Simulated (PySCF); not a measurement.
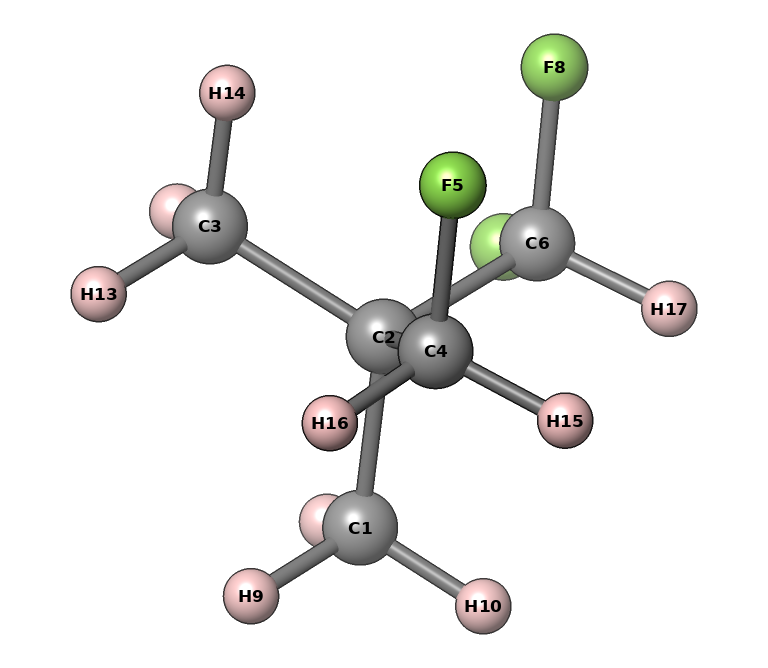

C2 lies behind C4. The molecule seen a little off the C4–C2 bond, C4 in front. Atoms fade into the background with distance from the viewer. Geometry: an end point of a reaction path computed with GFN2-xTB.

**What is the torsion angle F5–C4–C2–C1? The sign is positive where the front bond must turn clockwise to cover the back bond.**

−178°, antiperiplanar (anti). The bonds about C4–C2 are staggered.
